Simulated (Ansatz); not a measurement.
# Lattice dynamics of AgBi2 (built on the sites of a database entry of In2Au)

Aim: the phonons of AgBi2 (built on the sites of a database entry of In2Au) at a cell relaxed beforehand at this level. After the zone centre comes a 2×2×2 q mesh on a 10×10×10 k mesh.

Calculated with Ansatz 0.2.0; DFT PBEsol, scalar-relativistic, plane waves, PAW.

The structure was built from a prototype and need not be the compound's stable phase.

## (1) The structure

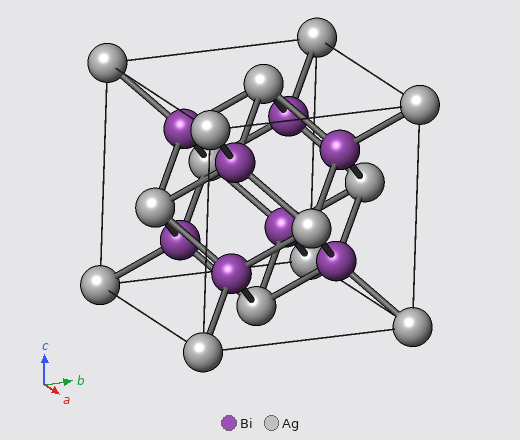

Start, viewed slightly off an axis; bismuth purple, silver light grey. This picture shows the conventional cell, with its axes. Some periodic images of atoms are drawn too.

## (2) Linear response at the zone centre

The cell comes from relaxations at this level that are not shown. The zone centre comes first: it holds the modes that light can see, as far as symmetry allows. No field response is asked, since the mesh shows no gap.

Contents of input.yaml:

```yaml
crystal:
  lattice:
    - [0.0, 3.4825628556, 3.4825628556]
    - [3.4825628556, 0.0, 3.4825628556]
    - [3.4825628556, 3.4825628556, 0.0]
  atoms:
    - { symbol: Bi, position: [0.25, 0.25, 0.25] }
    - { symbol: Bi, position: [0.75, 0.75, 0.75] }
    - { symbol: Ag, position: [0.0, 0.0, 0.0] }
kpoints:
  mp_grid: { grid: [10, 10, 10] }
hamiltonian:
  xc: pbesol
scf:
  occupations: { method: methfessel_paxton, width: 0.15 }
output:
  eigenvalues: true
phonons:
  method: dfpt
```

Launch:

```console
$ ansatz run input.yaml --threads 8 --pin off --max-ram 14336MiB --backend cpu --events-out ev --progress --plain --runs-dir out
```

Numbers of over 12 decimals in the logs are rounded to 6 here.

What it wrote:

```text
zone centre: on kpoints.mp_grid the ground state, and the responses unless they are solved on pairs of k-points, stand on 102 of the mesh's 1000 k-points, reduced under 8 symmetry operations, with k and −k counted as one. Each operation leaves every solved displacement unchanged or reverses it
Engine: ansatz 0.2.0, aarch64-unknown-linux-gnu
Pseudopotentials: kind: paw
Pseudopotential: Bi, paw, valence charge 15, recommended cutoff 420 eV (normal), Bi.paw.azcp
Pseudopotential: Ag, paw, valence charge 19, recommended cutoff 420 eV (normal), Ag.paw.azcp
Functional definition: PBEsol
  exchange = pbesol_x
  correlation = pbesol_c
Crystal: 3 atoms, lattice volume = 84.475 Å³
Basis set: ecut = 420 eV, 1639 PW (Γ), exchange–correlation on 72×72×72 points (8 copies of the dense FFT grid, shifted against one another)
Bands: 30, of which v1, the nominal top of the filled ones, is band 25 counted from 1 (24 counted from 0)
Symmetry: 48 space group operations
k-points: 102 of 1000 (irreducible under 8 space group operations, time reversal used)
Non-local potential: Bi, projectors of the file, l = 0: 2, l = 1: 2, l = 2: 2, l = 3: 2
Non-local potential: Ag, projectors of the file, l = 0: 3, l = 1: 2, l = 2: 2, l = 3: 1
PAW form: soft (Blöchl's): semilocal exchange-correlation on the pseudo side does not see the compensation charge
PAW frozen core: Bi, regenerated for the run's functional, and the local potential with it (the file was generated under x = pbe(κ = 0.804, μ = 0.219515), c = pbe(β = 0.066725))
PAW frozen core: Ag, regenerated for the run's functional, and the local potential with it (the file was generated under x = pbe(κ = 0.804, μ = 0.219515), c = pbe(β = 0.066725))
PAW one-centre angular grid: Bi, 590 points (default); XC on 64 Gauss nodes
PAW one-centre angular grid: Ag, 590 points (default); XC on 64 Gauss nodes
Initial density: superposition of atomic densities (neutral atoms: chi_scale 0, normalization atom), corrected by the library's trained network
Initial wavefunctions: pseudopotential atomic-orbital guess
Functional: x = pbesol(κ = 0.804, μ = 0.123457), c = pbesol(β = 0.046)
SCF iter   1: F=—  HF=-32006.130063 eV  |F-HF|=—  |Δ(HF+E_count)|=         —  Δρ=7.41e-3  dr2=5.11e-2  ethr=1.77e-3  ⟨swp⟩=6.0  Hψ=12129  notcnv=0
preconditioner: auto → LDOS  [metal: Δε(μ)=0.011 eV  Ē_g=17.451 eV  σ=0.150 eV  W_gap=0.06  n_scr=14 (ndim 8)  ℏωp=25.9 eV  f_vac=0.045  D(μ)=2.14/eV (n_scr^D=14)  β→1.0]
SCF iter   2: F=—  HF=-32006.124344 eV  |F-HF|=—  |Δ(HF+E_count)|=   5.72e-3  S|Δr|=    0.00e0  Δρ=5.39e-3  dr2=1.61e-2  ethr=1.04e-4  ⟨swp⟩=2.0  Hψ=6394  notcnv=0
SCF iter   3: F=—  HF=-32006.119465 eV  |F-HF|=—  |Δ(HF+E_count)|=   4.88e-3  S|Δr|=    0.00e0  Δρ=8.03e-4  dr2=6.44e-4  ethr=3.30e-5  ⟨swp⟩=2.0  Hψ=5395  notcnv=0
SCF iter   4: F=—  HF=-32006.119333 eV  |F-HF|=—  |Δ(HF+E_count)|=   1.32e-4  S|Δr|=    0.00e0  Δρ=8.31e-5  dr2=1.00e-5  ethr=1.31e-6  ⟨swp⟩=2.0  Hψ=3755  notcnv=0
SCF iter   5: F=—  HF=-32006.119330 eV  |F-HF|=—  |Δ(HF+E_count)|=   2.39e-6  S|Δr|=    0.00e0  Δρ=1.07e-5  dr2=7.84e-8  ethr=2.04e-8  ⟨swp⟩=2.0  Hψ=3719  notcnv=0
SCF iter   6: F=—  HF=-32006.119330 eV  |F-HF|=—  |Δ(HF+E_count)|=   1.32e-7  S|Δr|=    0.00e0  Δρ=3.48e-6  dr2=1.02e-8  ethr=1.60e-10  ⟨swp⟩=2.1  Hψ=5492  notcnv=0
SCF iter   7: F=—  HF=-32006.119330 eV  |F-HF|=—  |Δ(HF+E_count)|=   3.58e-9  S|Δr|=    0.00e0  Δρ=6.23e-7  dr2=3.10e-10  ethr=2.07e-11  ⟨swp⟩=2.0  Hψ=5050  notcnv=0
SCF iter   8: F=-32006.119330 eV  HF=-32006.119330 eV  |F-HF|=3.64e-12  |Δ(HF+E_count)|=  9.46e-11  S|Δr|=    0.00e0  Δρ=9.12e-8  dr2=9.71e-12  ethr=1.00e-12  ⟨swp⟩=8.4  Hψ=18326  notcnv=0
SCF 1 converged in 8 iterations: F = -32006.119330 eV  dr2 = 9.71e-12
  greatest PAW one-centre occupation: 1.001 electrons in one spin orbital (limit 2), on the Ag atom at site 2 (counted from 0), in its partial waves of l = 0
DFPT response loops at Γ: preconditioner auto → Kerker (q_TF=auto, 2.492 Å⁻¹) (partly filled bands, converged f_vac=0.043); β = 1.00, the filter's whole step (`scf.mixing.beta` (0.50) is not read by the response loops under this deck's `scf.mixing.preconditioner`; to damp them name `kerker` or `kerker_dos`, under which they read `scf.mixing.beta`, and type it under 1.00, their step now; both keys bind the ground state too); Broyden in place of MSR1
SCF converged after 8 iterations
Stability not checked: this state was not tested for a lower state beside it, because cold or Methfessel-Paxton smearing, or corrected tetrahedra, fill the levels in a way that the test cannot read (fill_not_monotonic; see scf.lower_state_search)
Free energy (F): -32006.119330 eV
Harris-Foulkes:  -32006.119330 eV  (|F-HF|=3.64e-12)
Internal energy: -32006.114960 eV  (E = F + TS)
E sigma→0 (E₀):  -32006.118238 eV
Entropy (-TS):   -0.004370 eV (-1.457 meV/atom)
Fermi energy:    11.900272 eV
--- Per-component energies (eV) ---
  E_band       = -509.471621
  E_kinetic    = 1132.632991
  E_local      = -6083.880859  (includes V_loc(G=0)·N_el)
  E_nonlocal   = 1205.824801
  E_hartree    = 2372.034707
  E_xc         = -484.812449
  E_vxc        = -523.363807  (∫ρ·V_xc dr)
  E_paw        = -24852.884117  (= ΣΔE_a)
  E_vpaw       = -984.753700  (= ΣTr[D̂ρ^β])
  E_aug_tail   = -0.000646  (compensation charges beyond the density's cutoff)
  E_ewald      = -5295.531632
  E_core_change = 0.502244  (= ΣΔE_core)
  E_smearing   = -0.004370  (= −TS)
  E_closure    = 0.000000  (closes the sum)
  Σ components = -32006.119330   (vs F -32006.119330, Δ=0.00e0)
--- Band table (eV; the first three rows and the last of 102) ---
  k-point 0: bands = [... 21 lower, 11.2874, 11.2874, 11.2874, 13.0221, 13.0221, 13.0221, 14.0251, 15.2746, ... 1 higher]
  k-point 1: bands = [... 21 lower, 10.8169, 11.1833, 11.1833, 12.4259, 12.9158, 12.9158, 14.8478, 15.4522, ... 1 higher]
  k-point 2: bands = [... 21 lower, 9.9388, 10.9384, 10.9384, 11.8026, 12.6340, 12.6340, 15.1214, 15.9893, ... 1 higher]
  k-point 101: bands = [... 21 lower, 7.1544, 8.1659, 10.3010, 12.1180, 14.6245, 15.5625, 16.1867, 16.5124, ... 1 higher]
--- Phonons (Γ-DFPT): 2 representative perturbations + reference, on 102 of 1000 k-points (Σ response iterations 6) ---
  k mesh reduced under 8 symmetry operations, with k and −k counted as one. Each operation leaves every solved displacement unchanged or reverses it
  ASR residual: 2.470e-5 → 0.000e0 eV/Å²; symmetrization residual: 1.098e-4 eV/Å²
  ASR residual per site (eV/Å²): 9.43e-6 9.43e-6 2.47e-5
  Γ frequencies (cm⁻¹): 0.00 0.00 0.00 72.73 72.73 72.73 102.32 102.32 102.32
  non-analytic LO–TO correction: not included (Born effective charges unavailable; polar crystals: no LO–TO splitting at Γ)
```

Run time: 12 s. Hardware: 8 threads of Arm Neoverse V2, shared host; peak memory 1.2 GiB; 82 s of CPU time.

Reading the cycles: dr2 is the Hartree energy of the density residual (eV), the measure of convergence; HF is the Harris–Foulkes estimate of the energy, which meets the free energy F at convergence.

Numbers from this step:

| Quantity | Value |
| --- | --- |
| volume per atom | 28.16 Å³ |
| gap on the k-mesh | 0 eV |
| sum-rule residual before enforcement | 2.47e-5 eV/Å² |
| point group | m-3m |
| highest optical mode at the zone centre (no LO-TO term) | 102.3 cm⁻¹ |
| lowest optical zone-centre mode | 72.73 cm⁻¹ |

Patterns of degenerate modes are one choice out of their space. The modes at Γ (shares of kinetic energy by element, %):

```csv
mode,frequency (cm⁻¹),symmetry,Bi %,Ag %
1,0.0,acoustic,79,21
2,0.0,acoustic,79,21
3,0.0,acoustic,79,21
4,72.7,T2g,100,0
5,72.7,T2g,100,0
6,72.7,T2g,100,0
7,102.3,T1u,21,79
8,102.3,T1u,21,79
9,102.3,T1u,21,79
```

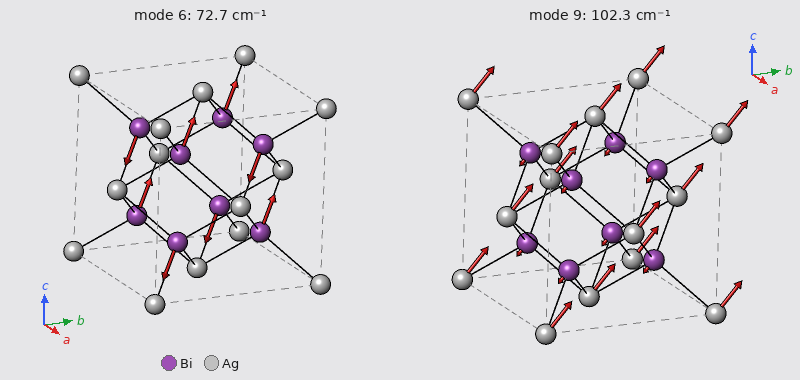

Displacement patterns of modes 6 and 9 at Γ; arrows are exaggerated. Some periodic images of atoms are drawn too.

Before it was imposed, the acoustic sum rule was missed by 2.5e-5 eV/Å². Small misses are needed for a sound result but don't prove that mesh and cutoff are converged. The lowest optical mode is real, 72.7 cm⁻¹.

## (3) The dispersion

Stability and thermal properties need the whole zone. Linear response on a 2×2×2 q mesh gives force constants as far as a supercell of that size would.

input.yaml, as its differences from that of step 2:

```diff
@@ -19 +19,8 @@
   method: dfpt
+  qmesh: [2, 2, 2]
+  temperatures: { t_max: 1000, t_step: 50 }
+  qpath:
+    path:
+      - [[0.0, 0.0, 0.0], [0.5, 0.0, 0.5], [0.625, 0.25, 0.625]]
+      - [[0.375, 0.375, 0.75], [0.0, 0.0, 0.0], [0.5, 0.5, 0.5], [0.5, 0.25, 0.75], [0.5, 0.0, 0.5]]
+    npoints: 10
```

What it wrote:

```text
[...]
Crystal: 3 atoms, lattice volume = 84.475 Å³
Basis set: ecut = 420 eV, 1639 PW (Γ), exchange–correlation on 72×72×72 points (8 copies of the dense FFT grid, shifted against one another)
Bands: 30, of which v1, the nominal top of the filled ones, is band 25 counted from 1 (24 counted from 0)
Symmetry: 48 space group operations
k-points: 47 of 1000
[...]
SCF iter   1: F=—  HF=-32006.130030 eV  |F-HF|=—  |Δ(HF+E_count)|=         —  Δρ=7.42e-3  dr2=5.12e-2  ethr=1.77e-3  ⟨swp⟩=6.0  Hψ=5577  notcnv=0
[...]
SCF iter   9: F=-32006.119330 eV  HF=-32006.119330 eV  |F-HF|=3.64e-12  |Δ(HF+E_count)|=    0.00e0  S|Δr|=    0.00e0  Δρ=1.55e-8  dr2=2.94e-13  ethr=1.00e-12  ⟨swp⟩=9.0  Hψ=7443  notcnv=0
SCF 1 converged in 9 iterations: F = -32006.119330 eV  dr2 = 2.94e-13
[...]
phonons: the bands overlap, so this run is a metal and interpolates without the dipole-dipole term. If the crystal is really an insulator or semiconductor, its LO-TO splitting is missing
NSCF: frozen V_eff on 47 k-points
WARN: eigensolver did not converge (k=24): 1 band(s) unlocked after 20 sweeps at ethr=1.84e-12 eV (storage-precision floor; scheduled 1.00e-12 eV) (lowest unlocked band 29, counted from 0; max residual 6.03e-6 eV among the unlocked bands, 6.03e-6 eV over every band; other slots of this pass that fall short are told together in one closing line; warning suppressed until the next SCF loop or pass starts)
WARN: eigensolver did not converge in 2 slots of this pass, the one above among them; of largest residual over every band (k=27): 1 band(s) unlocked (lowest unlocked band 29, counted from 0; max residual 2.93e-5 eV among the unlocked bands, 2.93e-5 eV over every band); of lowest unlocked band (k=24): band 29
[...]
DFPT response loops at q = (0, 0, 0) (fractional): preconditioner auto → Kerker (q_TF=auto, 2.492 Å⁻¹) (partly filled bands, converged f_vac=0.043); β = 1.00, the filter's whole step (`scf.mixing.beta` (0.50) is not read by the response loops under this deck's `scf.mixing.preconditioner`; to damp them name `kerker` or `kerker_dos`, under which they read `scf.mixing.beta`, and type it under 1.00, their step now; both keys bind the ground state too); Broyden in place of MSR1
[...]
SCF converged after 9 iterations
[...]
Free energy (F): -32006.119330 eV
[...]
Internal energy: -32006.114960 eV  (E = F + TS)
E sigma→0 (E₀):  -32006.118238 eV
Entropy (-TS):   -0.004370 eV (-1.457 meV/atom)
Fermi energy:    11.900271 eV
[...]
--- Band table (eV; the first three rows and the last of 47) ---
  k-point 0: bands = [... 21 lower, 11.2874, 11.2874, 11.2874, 13.0221, 13.0221, 13.0221, 14.0251, 15.2746, ... 1 higher]
  k-point 1: bands = [... 21 lower, 10.8169, 11.1833, 11.1833, 12.4259, 12.9158, 12.9158, 14.8477, 15.4522, ... 1 higher]
  k-point 2: bands = [... 21 lower, 9.9388, 10.9384, 10.9384, 11.8026, 12.6340, 12.6340, 15.1214, 15.9893, ... 1 higher]
  k-point 46: bands = [... 21 lower, 7.1544, 8.1659, 10.3010, 12.1180, 14.6245, 15.5625, 16.1867, 16.5124, ... 1 higher]
--- Phonons (Γ-DFPT): 2 representative perturbations + reference (Σ response iterations 6) ---
  ASR residual: 4.383e-5 → 0.000e0 eV/Å²; symmetrization residual: 1.102e-4 eV/Å²
  ASR residual per site (eV/Å²): 4.28e-5 4.28e-5 4.38e-5
  Γ frequencies (cm⁻¹): 0.00 0.00 0.00 72.73 72.73 72.73 102.32 102.32 102.32
--- Phonons (arbitrary-q DFPT): 3 irreducible q on the 2×2×2 mesh ---
  q = [0.0000, 0.0000, 0.0000] (star 1, of the zone-centre solve; hermiticity 6.68e-5, symmetrization 4.03e-12): -0.00 -0.00 0.00 72.73 72.73 72.73 102.32 102.32 102.32
  q = [0.0000, 0.0000, -0.5000] (star 4, 2 solved perturbations on 282 of 1000 k-point pairs; hermiticity 5.25e-6, symmetrization 5.92e-12): 38.28 38.28 59.45 68.20 68.20 84.34 105.30 111.36 111.36
  q = [0.0000, -0.5000, -0.5000] (star 3, 4 solved perturbations in 546 linear systems a pass and spin channel, the states on 171 of 1000 k-point pairs; hermiticity 5.49e-5, symmetrization 1.41e-12): 46.04 46.04 49.13 49.13 56.80 92.50 94.26 101.55 101.55
  sum rule: each row above includes the acoustic sum rule's correction from the zone centre's row sums; it moved no ω² by more than (0.33 cm⁻¹)²
  mesh force constants: q→R imaginary residual 3.24e-17; ASR residual 4.383e-5 → 0.000e0 eV/Å²; symmetrization residual 2.220e-15 eV/Å²
  interpolated dispersion: 62 rows × 9 modes
  density of states and harmonic sums: on the 16×16×16 q-mesh, interpolated from the force constants of a 2×2×2 supercell (no non-analytic term)
  largest difference from the sums on the solved wave vectors: F 9.98e-2 eV, S 1.32e-4 and C_V 3.23e-5 eV/K
  zero-point energy: 0.040774 eV/cell   skipped modes (ω ≤ 0): 3   left out of the sums: 8.14e-5 of the cell's modes: C_V's classical limit lies that fraction below 3 k_B per atom; for a crystal, a wire or a layer, F and S can be off by more, and a phonons.interpolated_qmesh denser along its periods is the remedy for the sampling
```

Wall time 54 s (8 threads); peak memory 2.1 GiB.

This step gave:

| Property | Result |
| --- | --- |
| sum-rule residual before enforcement | 4.38e-5 eV/Å² |
| lowest frequency on the path | 0 cm⁻¹ |
| highest frequency on the path or at a solved wavevector | 111.4 cm⁻¹ |
| mean frequency | 73.1 cm⁻¹ |
| Debye temperature (second moment) | 144 K |
| logarithmic mean frequency | 68 cm⁻¹ |
| lowest mode on the q mesh (acoustic modes at Γ apart) | 38.28 cm⁻¹ |
| zero-point energy per atom | 13.59 meV |
| heat capacity at 300 K | 24.66 J/(mol atoms K) |
| vibrational entropy at 300 K | 53.01 J/(mol atoms K) |

Frequencies (cm⁻¹) solved at each irreducible wavevector; negative means imaginary. Frequencies by wavevector, by row:

```csv
q in reciprocal lattice units,star,mode 1,mode 2,mode 3,mode 4,mode 5,mode 6,mode 7,mode 8,mode 9
0 0 0,1,0,0,0,72.7,72.7,72.7,102.3,102.3,102.3
0 0 -0.5,4,38.3,38.3,59.5,68.2,68.2,84.3,105.3,111.4,111.4
0 -0.5 -0.5,3,46,46,49.1,49.1,56.8,92.5,94.3,101.5,101.5
```

Interpolated from a 2×2×2 q mesh. The phonon branches at the labelled points (cm⁻¹):

```csv
point,branch 1,branch 2,branch 3,branch 4,branch 5,branch 6,branch 7,branch 8,branch 9
Γ,0,0,0,73,73,73,102,102,102
X,46,46,49,49,57,92,94,102,102
U,45,50,55,55,58,85,100,105,106
jump to K,45,50,55,55,58,85,100,105,106
Γ,0,0,0,73,73,73,102,102,102
L,38,38,59,68,68,84,105,111,111
W,48,48,54,54,59,85,101,101,109
X,46,46,49,49,57,92,94,102,102
```

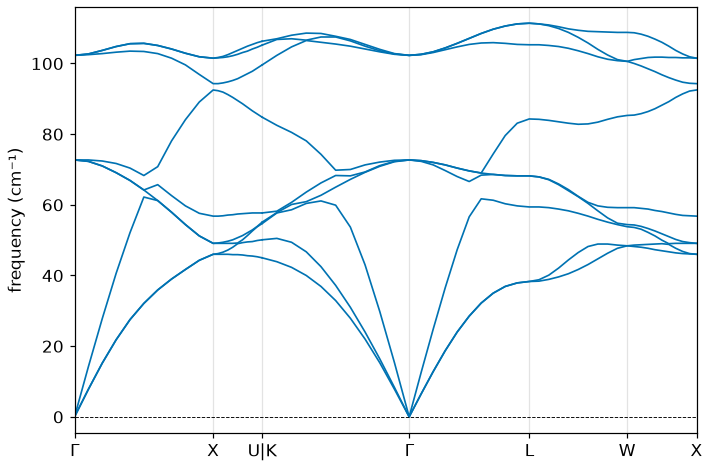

Phonon branches along the path.

[end of part 1 of 2]

[Logs are printed without paths, hosts, clocks, repeated set-up lines and the standing remarks that a program may print on its own settings, such as how far it seeks lower states.]

[Hosts, paths, dates, database ids (printed as entryN), source tags and the programs' standing remarks are cut or masked in the printed files.]
